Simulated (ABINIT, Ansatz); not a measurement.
**TaAl (Pm-3m): from the cell to the phonon bands**

Aim: the phonon dispersion of TaAl (Pm-3m), checked by a second program.

Program: ABINIT 10.8.3. Level of theory: DFT PBEsol, scalar-relativistic, plane waves, PseudoDojo norm-conserving pseudopotentials. Results are calculated unless marked as measured.

The structure was built from a prototype and need not be the compound's stable phase.

### 1. Set-up

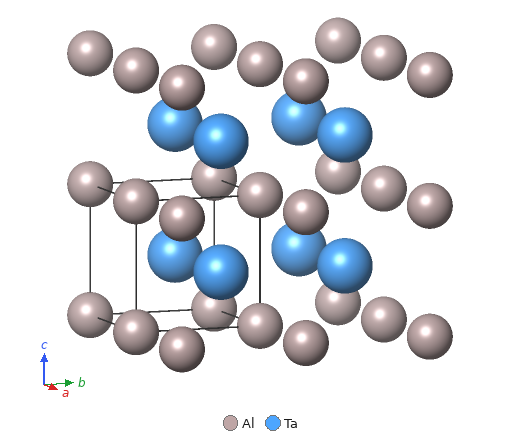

The starting structure, seen slightly off an axis (aluminium light grey, tantalum blue). 2×2×2 cells are drawn. Some periodic images of atoms are drawn too.

### 2. Relaxing the cell and atoms

The harmonic expansion needs vanishing forces, and a free crystal bears no stress, so cell and atoms are brought to rest. Stress is more sensitive to the basis than forces are: the last 3 Ha under the cutoff are smoothed with ecutsm, and the cutoff is raised above that of the later runs.

The starting cell comes from a relaxation made beforehand in Ansatz (PBEsol, PseudoDojo NC).

Contents of relax.abi:

```
# relaxation
ionmov 2
optcell 2
dilatmx 1.08
ntime 40
tolmxf 1.0d-05
tolvrs 1.0d-14
prtwf 0
prtden 0
chksymtnons 0

# basis, mesh and filling
ecut 32.0
ecutsm 3.0
ngkpt 8 8 8
nshiftk 1
shiftk 0.0 0.0 0.0
istwfk *1
occopt 6
tsmear 0.01
nband 14
nstep 100
diemac 1000000.0
prtebands 0
prtgsr 0
useylm 1

# cell and atoms
acell 6.040669042 6.040669042 6.040669042
rprim 
    1.0 0.0 0.0
    0.0 1.0 0.0
    0.0 0.0 1.0
ntypat 2
znucl 13 73
natom 2
typat 1 2
xred 
    0.0 0.0 0.0
    0.5 0.5 0.5
pp_dirpath "./pseudo"
pseudos "Al.upf, Ta.upf"
```

On the command line:

```console
$ OMP_NUM_THREADS=1 mpirun -n 4 abinit relax.abi > relax.log
```

Numbers of over 12 decimals in the logs are rounded to 6 here.

relax.abo, the main output file:

```text
[banners, grids, parts of the stress and lines that vanish by symmetry left out]
- input  file    -> relax.abi
- output file    -> relax.abo
- root for input  files -> relaxi
[...]
Symmetries : space group Pm -3 m (#221); Bravais cP (primitive cubic)
[...]
mpw =        2440          nfft =       46656          nkpt =          35
[...]
== DATASET  1 ==================================================================
[...]
cutoff_energies: {ecut:  32.0, pawecutdg:  -1.0, }
[...]
ETOT  1  -67.352307450833    -6.735E+01 1.022E-01 2.622E+01
 ETOT  2  -67.393262587176    -4.096E-02 2.177E-02 8.074E+00
 ETOT  3  -67.394474389030    -1.212E-03 1.058E-02 3.248E-02
 ETOT  4  -67.394478741437    -4.352E-06 5.150E-03 9.856E-05
 ETOT  5  -67.394478755370    -1.393E-08 9.331E-03 4.749E-07
[...]
At SCF step    9       vres2   =  5.22E-16 < tolvrs=  1.00E-14 =>converged.
[...]
sigma(1 1)=  2.64383451E-06  sigma(3 2)=  0.00000000E+00
  sigma(2 2)=  2.64383451E-06  sigma(3 1)=  0.00000000E+00
  sigma(3 3)=  2.64383451E-06  sigma(2 1)=  0.00000000E+00
[...]
convergence: {deltae:  1.393E-12, res2:  5.216E-16, residm:  2.555E-04, diffor: null, }
etotal    :  -6.73944788E+01
[...]
ETOT  1  -67.394477893523    -6.739E+01 1.138E-04 6.324E-03
[...]
At SCF step    7       vres2   =  1.87E-16 < tolvrs=  1.00E-14 =>converged.
[...]
sigma(1 1)=  1.33957048E-06  sigma(3 2)=  0.00000000E+00
  sigma(2 2)=  1.33957048E-06  sigma(3 1)=  0.00000000E+00
  sigma(3 3)=  1.33957048E-06  sigma(2 1)=  0.00000000E+00
[...]
convergence: {deltae:  5.116E-13, res2:  1.868E-16, residm:  5.281E-05, diffor: null, }
etotal    :  -6.73944789E+01
[...]
ETOT  1  -67.394477878090    -6.739E+01 4.071E-05 6.662E-03
[...]
ETOT  6  -67.394478896090     9.521E-13 1.798E-05 4.213E-14
 ETOT  7  -67.394478896088     1.677E-12 1.610E-05 1.878E-16
 At SCF step    7       vres2   =  1.88E-16 < tolvrs=  1.00E-14 =>converged.
[...]
sigma(1 1)= -7.83595053E-10  sigma(3 2)=  0.00000000E+00
  sigma(2 2)= -7.83595051E-10  sigma(3 1)=  0.00000000E+00
  sigma(3 3)= -7.83595047E-10  sigma(2 1)=  0.00000000E+00
[...]
convergence: {deltae:  1.677E-12, res2:  1.878E-16, residm:  1.610E-05, diffor: null, }
etotal    :  -6.73944789E+01
[...]
At Broyd/MD step   3, gradients are converged :
[...]
sigma(1 1)= -7.83595053E-10  sigma(3 2)=  0.00000000E+00
  sigma(2 2)= -7.83595051E-10  sigma(3 1)=  0.00000000E+00
  sigma(3 3)= -7.83595047E-10  sigma(2 1)=  0.00000000E+00
[...]
- sigma(1 1)= -2.30541624E-05  sigma(3 2)=  0.00000000E+00
- sigma(2 2)= -2.30541623E-05  sigma(3 1)=  0.00000000E+00
- sigma(3 3)= -2.30541622E-05  sigma(2 1)=  0.00000000E+00
[...]
fcart     -0.0000000000E+00 -0.0000000000E+00 -0.0000000000E+00
           strten     -7.8359505343E-10 -7.8359505083E-10 -7.8359504736E-10
================================================================================

[key lines of the parts left out:]
pressure_GPa:   2.3054E-05
Total energy (etotal) [Ha]= -6.73944788960885E+01
```

Run time: 13 s. Hardware: 4 MPI ranks of AMD EPYC 9R45, shared host; 52 s of CPU time.

Little changed from the start: no atom moved by 0.005 Å and no cell edge by 0.1 %.

Read from the output:

| Property | Result |
| --- | --- |
| volume per atom | 16.32 Å³ |
| pressure | 2.31e-5 GPa |
| gap on the k-mesh | 0 eV |

### 3. Ground state

The response is built on these wavefunctions, so the potential is converged far more tightly than an energy would need. Occupations are smeared.

Contents of gs.abi:

```
# ground state
tolvrs 1.0d-16
prtden 1
prtwf 1

# basis, mesh and filling
ecut 25.0
ngkpt 8 8 8
nshiftk 1
shiftk 0.0 0.0 0.0
istwfk *1
occopt 6
tsmear 0.01
nband 14
nstep 100
diemac 1000000.0
prtebands 0
prtgsr 0
useylm 1

# cell and atoms
acell 6.039698078 6.039698078 6.039698078
rprim 
    1.0 0.0 0.0
    0.0 1.0 0.0
    0.0 0.0 1.0
ntypat 2
znucl 13 73
natom 2
typat 1 2
xred 
    0.0 0.0 0.0
    0.5 0.5 0.5
pp_dirpath "./pseudo"
pseudos "Al.upf, Ta.upf"
```

On the command line:

```console
$ OMP_NUM_THREADS=1 mpirun -n 4 abinit gs.abi > gs.log
```

gs.abo, the main output file:

```text
[banners, grids, parts of the stress and lines that vanish by symmetry left out]
- input  file    -> gs.abi
- output file    -> gs.abo
- root for input  files -> gsi
[...]
Symmetries : space group Pm -3 m (#221); Bravais cP (primitive cubic)
[...]
mpw =        1357          nfft =       27000          nkpt =          35
[...]
== DATASET  1 ==================================================================
[...]
cutoff_energies: {ecut:  25.0, pawecutdg:  -1.0, }
[...]
ETOT  1  -67.357091920698    -6.736E+01 1.359E-01 1.608E+01
 ETOT  2  -67.392887134013    -3.580E-02 1.986E-02 5.321E+00
 ETOT  3  -67.394302990582    -1.416E-03 5.453E-03 1.370E-02
 ETOT  4  -67.394305817924    -2.827E-06 2.359E-03 1.421E-04
 ETOT  5  -67.394305860560    -4.264E-08 1.265E-03 8.968E-07
[...]
ETOT  9  -67.394305860767    -7.105E-14 1.410E-04 3.658E-16
 ETOT 10  -67.394305860768    -1.279E-12 8.416E-05 2.113E-19
 At SCF step   10       vres2   =  2.11E-19 < tolvrs=  1.00E-16 =>converged.
[...]
sigma(1 1)=  1.06988371E-05  sigma(3 2)=  0.00000000E+00
  sigma(2 2)=  1.06988371E-05  sigma(3 1)=  0.00000000E+00
  sigma(3 3)=  1.06988371E-05  sigma(2 1)=  0.00000000E+00
[...]
convergence: {deltae: -1.279E-12, res2:  2.113E-19, residm:  8.416E-05, diffor: null, }
etotal    :  -6.73943059E+01
[...]
sigma(1 1)=  1.06988371E-05  sigma(3 2)=  0.00000000E+00
  sigma(2 2)=  1.06988371E-05  sigma(3 1)=  0.00000000E+00
  sigma(3 3)=  1.06988371E-05  sigma(2 1)=  0.00000000E+00
[...]
- sigma(1 1)=  3.14770654E-01  sigma(3 2)=  0.00000000E+00
- sigma(2 2)=  3.14770654E-01  sigma(3 1)=  0.00000000E+00
- sigma(3 3)=  3.14770654E-01  sigma(2 1)=  0.00000000E+00
[...]
fcart     -0.0000000000E+00 -0.0000000000E+00 -0.0000000000E+00
           strten      1.0698837060E-05  1.0698837060E-05  1.0698837060E-05
================================================================================

[key lines of the parts left out:]
pressure_GPa:  -3.1477E-01
```

It took 4.2 s on 4 MPI ranks.

This step gave:

* pressure: -0.3148 GPa

The cell stands at -0.31 GPa: the relaxation ran with a smoothed and higher cutoff, and the difference is a stress of the finite basis.

### 4. Zone-centre response

At q = 0 one unit cell holds all displacements. The response is solved for single atoms along the cell's directions, and symmetry skips those that follow from others. The crystal is treated as a metal, which screens a static field, so no field response is asked.

Contents of dfpt_gamma.abi:

```

# common to the responses
getwfk_filepath "gso_WFK"
kptopt 2
nqpt 1
qpt 0.0 0.0 0.0
asr 0
chneut 0

# displacements
rfphon 1
rfatpol 1 2
rfdir 1 1 1
tolvrs 1.0d-10
prtwf 0
prtpot 1

# basis, mesh and filling
ecut 25.0
ngkpt 8 8 8
nshiftk 1
shiftk 0.0 0.0 0.0
istwfk *1
occopt 6
tsmear 0.01
nband 14
nstep 100
diemac 1000000.0
prtebands 0
prtgsr 0
useylm 1

# cell and atoms
acell 6.039698078 6.039698078 6.039698078
rprim 
    1.0 0.0 0.0
    0.0 1.0 0.0
    0.0 0.0 1.0
ntypat 2
znucl 13 73
natom 2
typat 1 2
xred 
    0.0 0.0 0.0
    0.5 0.5 0.5
pp_dirpath "./pseudo"
pseudos "Al.upf, Ta.upf"
```

On the command line:

```console
$ OMP_NUM_THREADS=1 mpirun -n 4 abinit dfpt_gamma.abi > dfpt_gamma.log
```

dfpt_gamma.abo, the main output file:

```text
[banners, grids, parts of the stress and lines that vanish by symmetry left out]
- input  file    -> dfpt_gamma.abi
- output file    -> dfpt_gamma.abo
- root for input  files -> dfpt_gammai
- root for output files -> dfpt_gammao

 Symmetries : space group Pm -3 m (#221); Bravais cP (primitive cubic)
================================================================================
 Values of the parameters that define the memory need of the present run (RF).
     intxc =       0      iscf =       7    lmnmax =      32     lnmax =       8
     mgfft =      30  mpssoang =       4    mqgrid =    3001     natom =       2
  nloc_mem =       1    nspden =       1   nspinor =       1    nsppol =       1
      nsym =      48    n1xccc =    2501    ntypat =       2    occopt =       6
   xclevel =       2
-    mband =          14        mffmem =           1         mkmem =          65
-   mkqmem =          65        mk1mem =          65           mpw =        1357
      nfft =       27000          nkpt =         260
- my_mband =          14
================================================================================
================================================================================

--------------------------------------------------------------------------------
------------- Echo of variables that govern the present computation ------------
--------------------------------------------------------------------------------
-
- outvars: echo of selected default values
-   iomode0 =  0 , fftalg0 =312 , wfoptalg0 =  0
-
- outvars: echo of global parameters not present in the input file
-  max_nthreads =    1
-
 -outvars: echo values of preprocessed input variables
 [... echo left out ...]
================================================================================

 chkinp: Checking input parameters for consistency.

[...]
== DATASET  1 ==================================================================
-   mpi_nproc: 4, omp_nthreads: 1 (-1 if OMP is not activated)

--- !DatasetInfo
iteration_state: {dtset: 1, }
dimensions: {natom: 2, nkpt: 260, mband: 14, nsppol: 1, nspinor: 1, nspden: 1, mpw: 1357, }
cutoff_energies: {ecut:  25.0, pawecutdg:  -1.0, }
electrons: {nelect:   1.60000000E+01, charge:   0.00000000E+00, occopt:   6.00000000E+00, tsmear:   1.00000000E-02, }
meta: {optdriver: 1, rfphon: 1, }
...

 mkfilename: getwfk from: gso_WFK

 Real(R)+Recip(G) space primitive vectors, cartesian coordinates (Bohr,Bohr^-1):
 R(1)=  6.0396981  0.0000000  0.0000000  G(1)=  0.1655712  0.0000000  0.0000000
 R(2)=  0.0000000  6.0396981  0.0000000  G(2)=  0.0000000  0.1655712  0.0000000
 R(3)=  0.0000000  0.0000000  6.0396981  G(3)=  0.0000000  0.0000000  0.1655712
 Unit cell volume ucvol=  2.2031582E+02 bohr^3
 Angles (23,13,12)=  9.00000000E+01  9.00000000E+01  9.00000000E+01 degrees
 setup1 : take into account q-point for computing boxcut.

 getcut: wavevector=  0.0000  0.0000  0.0000  ngfft=  30  30  30
         ecut(hartree)=     25.000   => boxcut(ratio)=   2.20684

 getcut : COMMENT -
  Note that boxcut > 2.2 ; recall that boxcut=Gcut(box)/Gcut(sphere) = 2
  is sufficient for exact treatment of convolution.
  Such a large boxcut is a waste : you could raise ecut
  e.g. ecut=   30.438399 Hartrees makes boxcut=2

--- Pseudopotential description ------------------------------------------------
- pspini: atom type   1  psp file is ./pseudo/Al.upf

- pspini: atom type   2  psp file is ./pseudo/Ta.upf

   3.58286385E+02                                ecore*ucvol(ha*bohr**3)
--------------------------------------------------------------------------------

 ==>  initialize data related to q vector <==

 The list of irreducible perturbations for this q vector is:
    1)    idir= 1    ipert=   1
    2)    idir= 1    ipert=   2

[...]
The perturbation idir=   2  ipert=   1 is
 symmetric of a previously calculated perturbation.
 So, its SCF calculation is not needed.

 The perturbation idir=   3  ipert=   1 is
 symmetric of a previously calculated perturbation.
 So, its SCF calculation is not needed.

 The perturbation idir=   2  ipert=   2 is
 symmetric of a previously calculated perturbation.
 So, its SCF calculation is not needed.

 The perturbation idir=   3  ipert=   2 is
 symmetric of a previously calculated perturbation.
 So, its SCF calculation is not needed.

--------------------------------------------------------------------------------
 Perturbation wavevector (in red.coord.)   0.000000  0.000000  0.000000
 Perturbation : displacement of atom   1   along direction   1
 Found     8 symmetries that leave the perturbation invariant.

[...]
dfpt_looppert : total number of electrons, from k and k+q
  fully or partially occupied states are    1.600000E+01 and    1.600000E+01.
 Initialisation of the first-order wave-functions :
  ireadwf=   0

--- !BeginCycle
iteration_state: {dtset: 1, }
solver: {iscf: 7, nstep: 100, nline: 4, wfoptalg: 0, }
tolerances: {tolvrs: 1.00E-10, }
...

     iter   2DEtotal(Ha)        deltaE(Ha) residm    vres2
-ETOT  1   3.260773     -2.063E+01 4.695E-01 9.368E+02
 ETOT  2   2.836065     -4.247E-01 7.931E-03 1.624E+01
 ETOT  3   2.827238     -8.827E-03 4.404E-04 2.440E-01
 ETOT  4   2.827043     -1.952E-04 1.873E-05 1.485E-03
 ETOT  5   2.827042     -1.194E-06 8.709E-07 3.734E-06
[...]
At SCF step    8       vres2   =  3.19E-11 < tolvrs=  1.00E-10 =>converged.
[...]
Mean square residual over all n,k,spin=   10.246E-13; max=  25.514E-11

 Thirteen components of 2nd-order total energy (hartree) are
 1,2,3: 0th-order hamiltonian combined with 1st-order wavefunctions
     kin0=   1.75541087E+01 eigvalue=  -2.21581912E+00  local=  -1.04762687E+01
 4,5,6: 1st-order hamiltonian combined with 1st and 0th-order wfs
 loc psp =  -1.31586724E-01  Hartree=   3.59337285E+00     xc=  -1.35783961E+00
 note that "loc psp" includes a xc core correction that could be resolved
 7,8,9: eventually, occupation + non-local contributions
    edocc=   1.69654641E+00     enl0=   1.22671466E+01   enl1=  -4.19909076E+01
 1-9 gives the relaxation energy (to be shifted if some occ is /=2.0)
   erelax=  -2.10612472E+01
 10,11,12 Non-relaxation  contributions : frozen-wavefunctions and Ewald
 fr.local=  -3.02233220E+01 fr.nonlo=   2.78752866E+01  Ewald=   2.70481762E+01
 13,14 Frozen wf xc core corrections (1) and (2)
 frxc 1  =  -2.88654513E+00  frxc 2 =   2.07469321E+00
 Resulting in :
 2DEtotal=    0.2827041686E+01 Ha. Also 2DEtotal=    0.769277232381E+02 eV
    (2DErelax=   -2.1061247247E+01 Ha. 2DEnonrelax=    2.3888288933E+01 Ha)
    (  non-var. 2DEtotal :    2.8270417472E+00 Ha)

[...]
Perturbation wavevector (in red.coord.)   0.000000  0.000000  0.000000
 Perturbation : displacement of atom   2   along direction   1
 Found     8 symmetries that leave the perturbation invariant.

--------------------------------------------------------------------------------

--------------------------------------------------------------------------------

 dfpt_looppert : total number of electrons, from k and k+q
  fully or partially occupied states are    1.600000E+01 and    1.600000E+01.
 Initialisation of the first-order wave-functions :
  ireadwf=   0

--- !BeginCycle
iteration_state: {dtset: 1, }
solver: {iscf: 7, nstep: 100, nline: 4, wfoptalg: 0, }
tolerances: {tolvrs: 1.00E-10, }
...

     iter   2DEtotal(Ha)        deltaE(Ha) residm    vres2
-ETOT  1   3.599630     -1.595E+03 5.624E+00 8.940E+02
[...]
ETOT  8   2.831493      8.640E-12 7.100E-09 1.169E-10
 ETOT  9   2.831493      6.821E-12 4.151E-10 1.251E-13

 At SCF step    9       vres2   =  1.25E-13 < tolvrs=  1.00E-10 =>converged.
[...]
Mean square residual over all n,k,spin=   77.890E-14; max=  41.510E-11

 Thirteen components of 2nd-order total energy (hartree) are
 1,2,3: 0th-order hamiltonian combined with 1st-order wavefunctions
     kin0=   9.42400243E+02 eigvalue=   1.12646019E+02  local=  -6.30170556E+02
 4,5,6: 1st-order hamiltonian combined with 1st and 0th-order wfs
 loc psp =  -2.22633033E+03  Hartree=   5.22217206E+02     xc=  -9.69358279E+01
 note that "loc psp" includes a xc core correction that could be resolved
 7,8,9: eventually, occupation + non-local contributions
    edocc=   2.66022742E+02     enl0=   4.79755202E+02   enl1=  -9.65539723E+02
 1-9 gives the relaxation energy (to be shifted if some occ is /=2.0)
   erelax=  -1.59593503E+03
 10,11,12 Non-relaxation  contributions : frozen-wavefunctions and Ewald
 fr.local=   1.04924811E+03 fr.nonlo=   4.82055415E+02  Ewald=   2.70481762E+01
 13,14 Frozen wf xc core corrections (1) and (2)
 frxc 1  =  -1.60601821E+02  frxc 2 =   2.01016640E+02
 Resulting in :
 2DEtotal=    0.2831493129E+01 Ha. Also 2DEtotal=    0.770488531761E+02 eV
    (2DErelax=   -1.5959350282E+03 Ha. 2DEnonrelax=    1.5987665214E+03 Ha)
    (  non-var. 2DEtotal :    2.8314931716E+00 Ha)

[...]
---- first-order wavefunction calculations are completed ----

 ==> Compute Derivative Database <==

 [... matrices left out ...]
  Phonon wavevector (reduced coordinates) :  0.00000  0.00000  0.00000
 Phonon energies in Hartree :
   1.949515E-05  1.949515E-05  1.949515E-05  1.345605E-03  1.345605E-03
   1.345605E-03
 Phonon frequencies in cm-1    :
-  4.278691E+00  4.278691E+00  4.278691E+00  2.953261E+02  2.953261E+02
-  2.953261E+02

== END DATASET(S) ==============================================================
================================================================================

 -outvars: echo values of variables after computation
            acell      6.0396980780E+00  6.0396980780E+00  6.0396980780E+00 Bohr
           etotal      2.8314931286E+00
            fcart      0.0000000000E+00  0.0000000000E+00  0.0000000000E+00
           strten      0.0000000000E+00  0.0000000000E+00  0.0000000000E+00
================================================================================
```

The job ended after 11 s (4 MPI ranks; 42 s of CPU time).

Numbers from this step:

* largest acoustic frequency at the zone centre before the sum rule: 4.28 cm⁻¹
* highest optical zone-centre mode (no LO-TO term): 295.3 cm⁻¹
* lowest optical zone-centre mode: 295.3 cm⁻¹

The acoustic modes at Γ come out as far as 4.3 cm⁻¹ from zero, where they should vanish, a small numerical error.

(Continued in part 2 of 3.)

[Host names and launcher messages were left out of these logs when they were recorded.]

[Logs are printed without paths, hosts, clocks, repeated set-up lines and the standing remarks that a program may print on its own settings, such as how far it seeks lower states.]

[Hosts, paths, dates, database ids (printed as entryN), source tags and the programs' standing remarks are cut or masked in the printed files.]
